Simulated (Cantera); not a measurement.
Charge: 1 mol NF3, 5.8 mol H2O, 0.66 mol HF, held at 0.140 bar.

Equilibrium computed with Cantera from the NASA thermochemical tables; the gas is ideal and each condensed phase is pure. Candidate condensed phases: H2O; 40 gas species. Equilibrium is a limit: real reactors are often held back by kinetics, nucleation or transport.

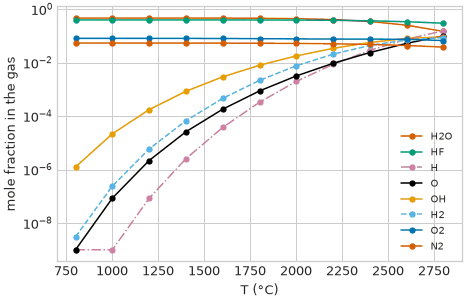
Figure: Equilibrium gas composition (values under 1e-9 drawn at 1e-9)

From 802 °C to 2802 °C nothing is condensed.
